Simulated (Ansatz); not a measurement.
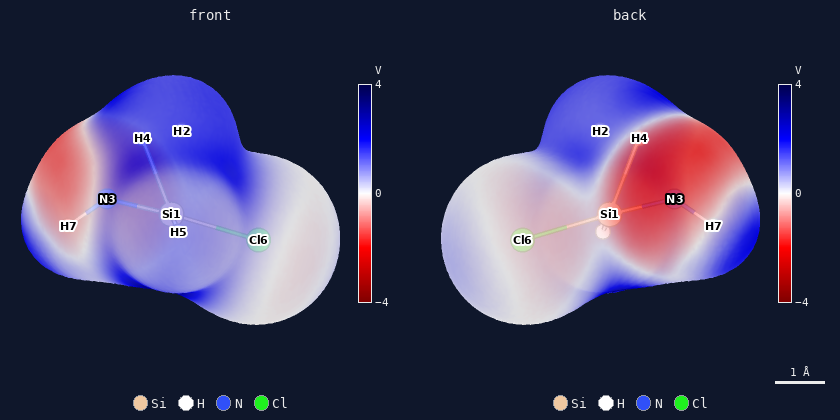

*ClH3NSi···H. The molecular electrostatic potential painted on the density surface at 0.004 e/bohr³, seen from the front and from behind; the colour scale runs from red (negative) to blue (positive).*

A transition-state structure; geometry: PBE0-D4/def2-TZVP.

Level of theory: RKS PBE0-D4/def2-TZVPP (Ansatz).

```xyz
7

Si   -0.4335   -0.2242    0.0378
H     0.4610    0.6108    1.2889
N     0.7279    0.2170   -0.9808
H     0.8461    0.7931    0.4959
H    -1.7483    0.4151    0.2809
Cl   -0.6329   -2.0842    0.8604
H     0.7797    0.2725   -1.9832
```

Describe the electrostatic potential map.

The most negative region (about −1.8 V) lies over N3, the most positive (about +3.4 V) over Si1. Cl6 shows a σ-hole: about +0.5 V at the tip opposite its bond, against about −0.1 V on its flanks. N3 is the likeliest acceptor of a hydrogen bond.
